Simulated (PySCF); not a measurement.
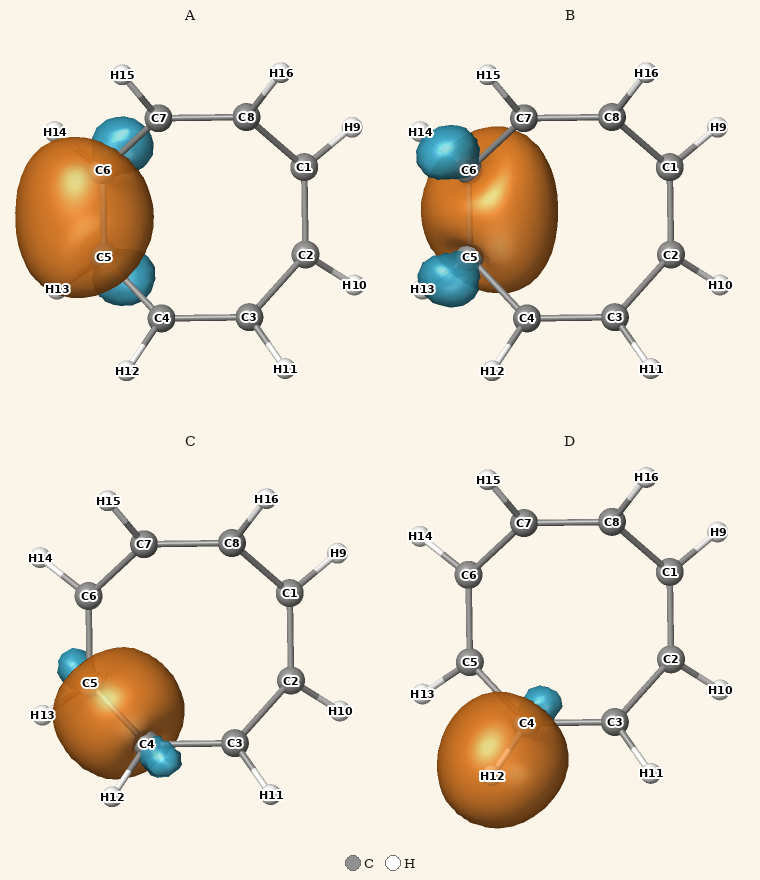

Figure 1: C$_{8}$H$_{8}$, SMILES `C1=CC=CC=CC=C1`. Foster–Boys orbitals, occupied; each surface holds about 85 % of the orbital's density. Energies are diagonal elements of the Fock matrix.

Method: B3LYP/6-311+G**; geometry: GFN2-xTB; program: PySCF. No frequency check shows the geometry to be a minimum.

Geometry (Å), atoms numbered from 1:

```
C1       1.5915    0.4676   -0.4132
C2       1.4250   -0.8492   -0.4126
C3       0.4673   -1.5918    0.4121
C4      -0.8494   -1.4245    0.4135
C5      -1.5915   -0.4670   -0.4124
C6      -1.4251    0.8486   -0.4130
C7      -0.4678    1.5919    0.4122
C8       0.8500    1.4246    0.4138
H9       2.3800    0.9066   -1.0150
H10      2.0792   -1.4712   -1.0139
H11      0.9067   -2.3809    1.0126
H12     -1.4709   -2.0789    1.0151
H13     -2.3803   -0.9056   -1.0140
H14     -2.0799    1.4693   -1.0150
H15     -0.9068    2.3809    1.0132
H16      1.4719    2.0786    1.0154
```

Question: What does each orbital represent in a Lewis picture?

Answer: By panel:
- A: bent (banana) bond C6–C5 (C6 48 %, C5 48 %; −12.7 eV)
- B: bent (banana) bond C6–C5 (C6 49 %, C5 49 %; −12.5 eV)
- C: σ bond C4–C5 (C4 50 %, C5 50 %; −15.1 eV)
- D: σ bond C4–H12 (C4 55 %, H12 44 %; −13.6 eV)

Question: Which has the smallest and which the largest spatial spread?

Answer: Smallest: C (0.81 Å); largest: A (1.01 Å).
